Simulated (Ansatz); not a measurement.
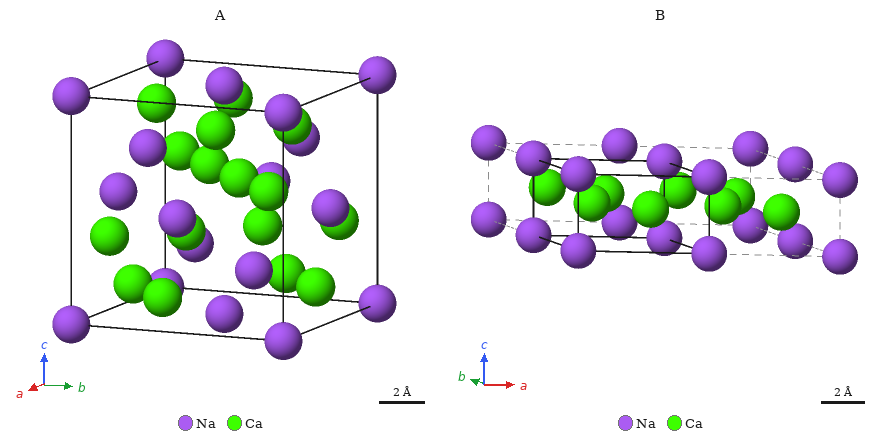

Two structures of NaCa$_{2}$, each relaxed to rest (conventional cells in solid outline, small ones repeated, not to one scale). Method: DFT PBE, scalar-relativistic, plane waves, PAW (Ansatz), without spin polarisation.

Identify the two structures.

Answer. A: cubic Laves phase (C15, MgCu₂ type), Fd-3m. B: AlB₂ type, P6/mmm.

Which structure wins energetically, and by what margin?

Answer. B is lower, by 47 meV/atom at this level of theory (energies at zero smearing). Volumes: A 46.6, B 41.9 Å³/atom.

One or both may be structure types tried for this composition rather than known phases.
